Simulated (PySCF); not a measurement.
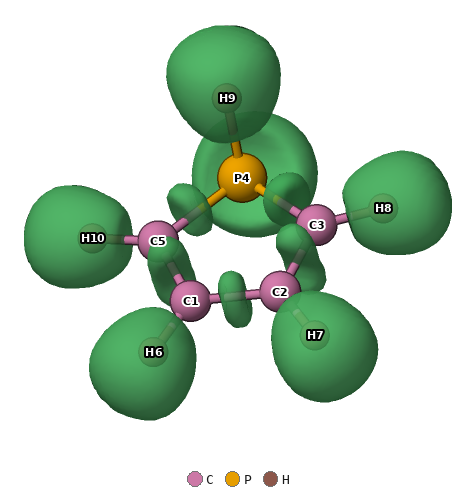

The picture shows: C4H5P. Isosurface of the ELF at 0.85 (green), seen at an oblique angle. Only the valence region is drawn (cores and ρ < 0.01 e/Å³ removed).

Geometry: PBE0-D3(BJ)/def2-SVP.

The calculation used B3LYP/def2-SVPD, SCF density, gas phase (PySCF 2.14.0).

Input

```
{"job": {"kind": "uv", "xc": "B3LYP", "basis": "def2-SVPD", "dynamic": true, "nstates": 6, "ntriplets": 0}, "charge": 0, "multiplicity": 1}
C     -0.359734    -1.037291     0.292811
C      0.998950    -0.598954     0.019814
C      1.097939     0.701413    -0.356984
P     -0.548374     1.396281    -0.601036
C     -1.300460    -0.072810     0.125875
H     -0.589365    -2.060900     0.601446
H      1.856730    -1.271041     0.110759
H      2.028114     1.209094    -0.616623
H     -0.633173     2.329958     0.474556
H     -2.373132    -0.213006     0.267756
```

Run with:

```sh
OMP_NUM_THREADS=1 python probes_run.py task.json out
```

Q: Where are the electrons localised?

A: At this value the surface marks out three regions between bonded C–C atoms (shared pairs), two regions between bonded C–P atoms (shared pairs), five regions around hydrogen nuclei and one lobe on P, pointing away from the bonds (lone pairs). Profiles from the grid: C–C (1.36 Å): the ELF peaks at about 0.95 between the atoms, as expected for localised, covalent bonding. C–P (1.80 Å): the ELF peaks at about 0.95 between the atoms: a shared electron pair.
